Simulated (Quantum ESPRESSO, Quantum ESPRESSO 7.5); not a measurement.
## Work function and surface energy of Sr(111) against thickness

Wanted: a thickness series of Sr(111), driven from Python.

Main program and level: Quantum ESPRESSO 7.5; plane-wave DFT, PBE, GBRV ultrasoft pseudopotentials.

**Measured values to reproduce.**

For Sr (polycrystalline sample, no single face), “Anisotropic work function of elemental crystals” (2019, arxiv:1902.07811) quotes earlier work: work function, loosely compared (polycrystalline sample, no single face) 2.59 eV.

Most raw output is cut from this account.

**1. The structure**

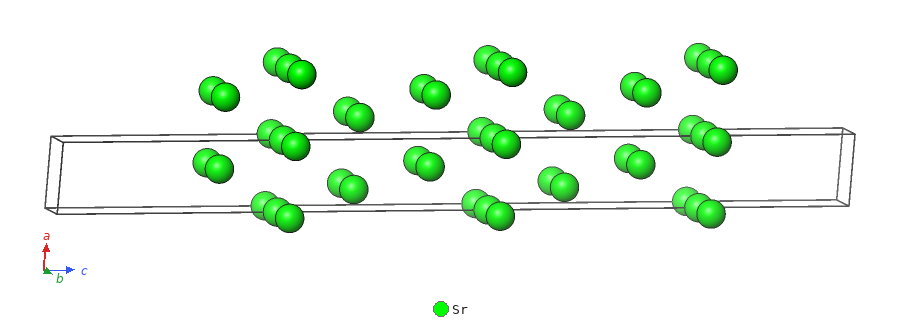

The cell as given, from the side, with the c axis across the page (strontium green). 2×2×1 cells are drawn. Some periodic images of atoms are drawn too.

The cell holds 8 atoms: 8 Sr. Cell: a = 4.299 Å, b = 4.299 Å, c = 39.572 Å, α = 90.0°, β = 90.0°, γ = 60.0°. It derives from Sr. Vacuum lies along c.

Coordinates:

```
Sr
1.0
     4.29921    0.00000    0.00000
     2.14960    3.72322    0.00000
     0.00000    0.00000   39.57203
Sr
8
Direct
  0.66667 0.66667 0.18953
  0.00000 0.00000 0.27823
  0.33333 0.33333 0.36694
  0.66667 0.66667 0.45565
  0.00000 0.00000 0.54435
  0.33333 0.33333 0.63306
  0.66667 0.66667 0.72177
  0.00000 0.00000 0.81047
```

**2. The script**

ASE writes the inputs, starts pw.x and reads the results. Under ESM bc1 the zero of energy of a symmetric slab is the vacuum, so the work function is minus the Fermi level.

The input, run.py:

```python
import json
import numpy as np
from ase.build import fcc111
from ase.calculators.espresso import Espresso, EspressoProfile

profile = EspressoProfile(command='mpirun -n 4 pw.x -nk 4', pseudo_dir='../pseudo')
pseudopotentials = {'Sr': 'sr_pbe_v1.uspp.F.UPF'}
system = {'ecutwfc': 40, 'ecutrho': 200, 'occupations': 'smearing', 'smearing': 'mv', 'degauss': 0.02}


def calculator(name, kpts, **extra):
    data = dict(control=dict(tprnfor=True, verbosity='high', disk_io='none'),
                system=system | extra,
                electrons=dict(conv_thr=1e-07, mixing_beta=0.4, mixing_mode='local-TF',
                               electron_maxstep=100))
    return Espresso(profile=profile, directory=name, pseudopotentials=pseudopotentials, kpts=kpts, input_data=data)


def centre(atoms):
    z = atoms.positions[:, 2]
    atoms.positions[:, 2] -= (z.max() + z.min()) / 2  # ESM wants the slab about z = 0
    return atoms


rows = []
for n in [3, 4, 5, 6, 7, 8]:
    slab = centre(fcc111('Sr', size=(1, 1, n), a=6.08, vacuum=7.5, periodic=True))
    slab.set_initial_magnetic_moments([0.0] * n)
    slab.calc = calculator(f'n{n}', (6, 6, 1), assume_isolated='esm', esm_bc='bc1')
    energy = slab.get_potential_energy()
    work = -slab.calc.get_fermi_level()
    force = slab.get_forces()[-1, 2]
    rows.append([n, energy, work, force])
    print(f'{n} layers: E = {energy:.5f} eV, work function {work:.3f} eV, force on the top atom {force:+.3f} eV/A')

n, energy = np.array(rows)[:, :2].T
slope, offset = np.polyfit(n[1:], energy[1:], 1)
area = np.linalg.norm(np.cross(*slab.cell[:2]))
gamma = offset / (2 * area) * 16.0218
print(f'bulk energy from the slope {slope:.5f} eV an atom; unrelaxed surface energy {gamma:.3f} J/m^2')
json.dump(dict(rows=rows, slope=slope, gamma=gamma), open('result.json', 'w'))
```

The run is started by

```bash
> OMP_NUM_THREADS=1 python run.py
```

Elapsed: 13 min, on 4 MPI ranks of Arm Neoverse V1, shared host; peak memory 1.8 GiB.

This step gave:

```
surface energy                     : 0.3305 J/m²
work function of the thickest slab : 2.679 eV
```

Work function against layers:

```
layers  work function (eV)
  3.00                2.65
  4.00                2.67
  5.00                2.68
  6.00                2.68
  7.00                2.68
  8.00                2.68
```

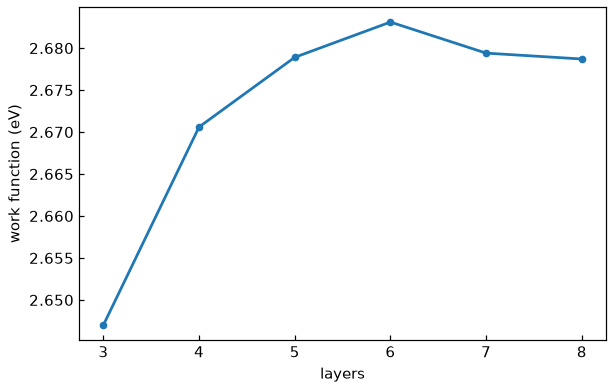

Work function, plotted against layers.

Table of force on the top atom along the normal by layers:

```
layers  force on the top atom along the normal (eV/Å)
  3.00                                        -0.0877
  4.00                                        -0.0764
  5.00                                        -0.0704
  6.00                                        -0.0644
  7.00                                        -0.0654
  8.00                                        -0.0709
```

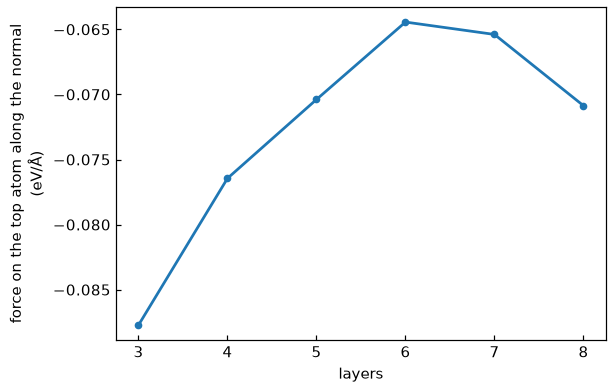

Force on the top atom along the normal, plotted against layers.

Energy less the bulk line's slope against layers:

```
layers  energy less the bulk line's slope (meV)
  3.00                                      663
  4.00                                      658
  5.00                                      662
  6.00                                      662
  7.00                                      661
  8.00                                      659
```

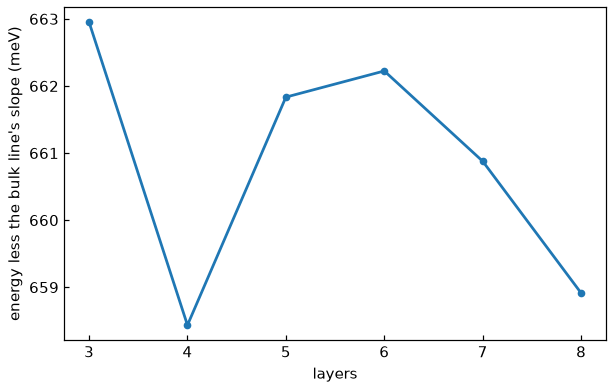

Energy less the bulk line's slope, plotted against layers.

**3. Running the series: PBE, SG15 norm-conserving**

Level of this step: plane-wave DFT, PBE, SG15 norm-conserving pseudopotentials (Quantum ESPRESSO 7.5).

run.py is the input of step 2 with these lines changed:

```diff
@@ -6,4 +6,4 @@
 profile = EspressoProfile(command='mpirun -n 4 pw.x -nk 4', pseudo_dir='../pseudo')
-pseudopotentials = {'Sr': 'sr_pbe_v1.uspp.F.UPF'}
-system = {'ecutwfc': 40, 'ecutrho': 200, 'occupations': 'smearing', 'smearing': 'mv', 'degauss': 0.02}
+pseudopotentials = {'Sr': 'Sr_ONCV_PBE-1.2.upf'}
+system = {'ecutwfc': 60, 'ecutrho': 240, 'occupations': 'smearing', 'smearing': 'mv', 'degauss': 0.02}
```

The run is started by

```bash
> OMP_NUM_THREADS=1 python run.py
```

Wall time 34 min (4 MPI ranks); peak memory 2.2 GiB.

Numbers from this step:

| Item | Value |
| --- | --- |
| surface energy | 0.3319 J/m² |
| work function of the thickest slab | 2.681 eV |

Table of work function by layers:

```
layers  work function (eV)
  3.00                2.65
  4.00                2.67
  5.00                2.68
  6.00                2.68
  7.00                2.68
  8.00                2.68
```

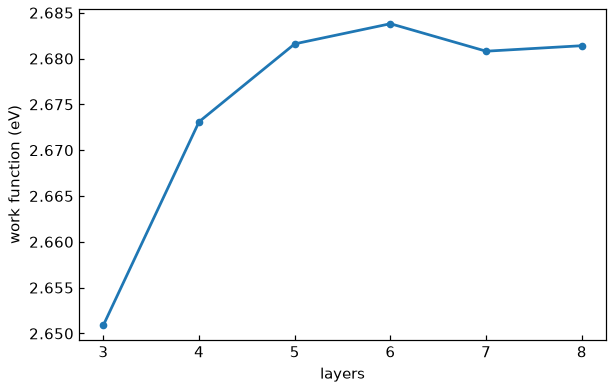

Work function, plotted against layers.

Table of force on the top atom along the normal by layers:

```
layers  force on the top atom along the normal (eV/Å)
  3.00                                        -0.0804
  4.00                                        -0.0743
  5.00                                        -0.0629
  6.00                                        -0.0697
  7.00                                        -0.0668
  8.00                                        -0.0671
```

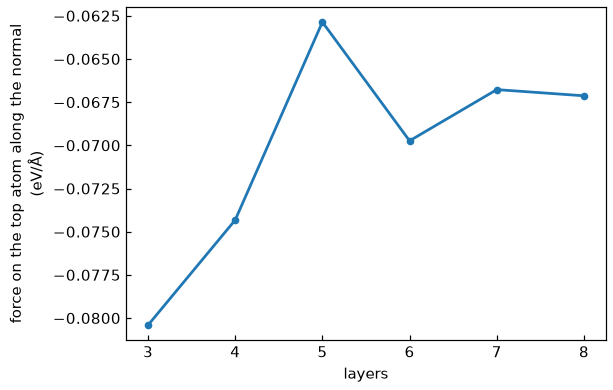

Force on the top atom along the normal against layers.

The energy less the bulk line's slope by layers:

```
layers  energy less the bulk line's slope (meV)
  3.00                                      666
  4.00                                      661
  5.00                                      665
  6.00                                      665
  7.00                                      664
  8.00                                      662
```

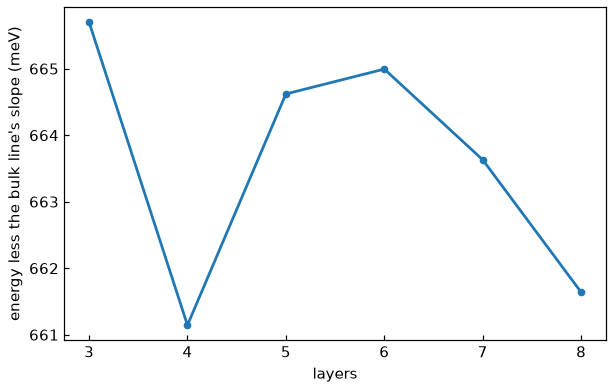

Energy less the bulk line's slope against layers.

**4. Worked from the printed numbers**

γ = (E_N − N e_bulk)/(2A). The excess of the thickest slab is 0.659 eV and A = 16.007 Å²: 0.659/(2 × 16.007) × 16.02 = 0.33 J/m² (1 eV/Å² = 16.02 J/m²); the fit's intercept gives 0.33.

**5. Summary of results**

```json
{"work function of the thickest slab, PBE, GBRV ultrasoft": "2.68 eV", "unrelaxed surface energy, PBE, GBRV ultrasoft": "0.33 J/m²", "work function of the thickest slab, PBE, SG15 norm-conserving": "2.68 eV", "unrelaxed surface energy, PBE, SG15 norm-conserving": "0.33 J/m²"}
```

The thickest slab gives a work function of 2.68 eV and the series an unrelaxed surface energy of 0.33 J/m² (PBE, GBRV ultrasoft). The work function swings by 0.04 eV over 3 to 8 layers and by 0.00 eV over the last step; confined states crossing the Fermi level and the finite mesh both contribute. From 3 layers on it stays within 0.1 eV. The force on the top atom of the thickest slab points inwards (0.07 eV/Å). The slabs are cut from the bulk at the tabulated lattice constant and not relaxed; the surface energy comes from a straight line through the energies of all but the thinnest slab.

Computed beside measured:

```
                                                                     quantity  measured        PBE, GBRV        PBE, SG15
work function, loosely compared (polycrystalline sample, no single face) (eV)      2.59  2.68 (+0.09 eV)  2.68 (+0.09 eV)
```

Measured values from arxiv:1902.07811 (2019).

**Verdict.** A polycrystal averages over faces, so this is a loose comparison.

[Logs are printed without paths, hosts, clocks, repeated set-up lines and the standing remarks that a program may print on its own settings, such as how far it seeks lower states.]

[Hosts, paths, dates, database ids (printed as entryN), source tags and the programs' standing remarks are cut or masked in the printed files.]

[Maps of the electrostatic potential energy from Ansatz leave out the sawtooth potential of an applied field or a dipole correction, so their vacuum need not be flat; planar profiles and work functions include it.]
